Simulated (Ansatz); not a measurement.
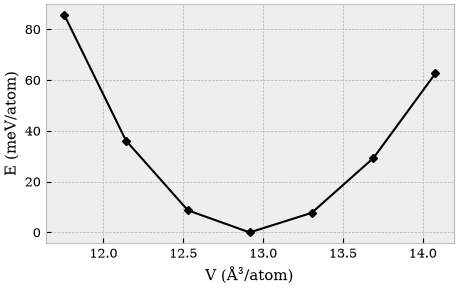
SiMo2C in space group P6_3/mmc (No. 194; Si on 2d, Mo on 4f, C on 2a) under volume change, the program Ansatz at the PBE level (PAW), shape and atoms relaxed at each volume.

What does a third-order Birch–Murnaghan fit give for V₀, B₀ and B′?

V₀ = 12.92 Å³/atom, B₀ = 222 GPa, B′ = 4.2.

The start of the workflow was typed in or built on a structure type; neither database checked (COD, Materials Project) lists it. Its standing as an ambient phase is unchecked. Symmetry was held in the PBE relaxation; whether a distortion lowers the energy is not shown. No spin polarisation was allowed.

Potentials: the earlier of the program's two PAW sets.
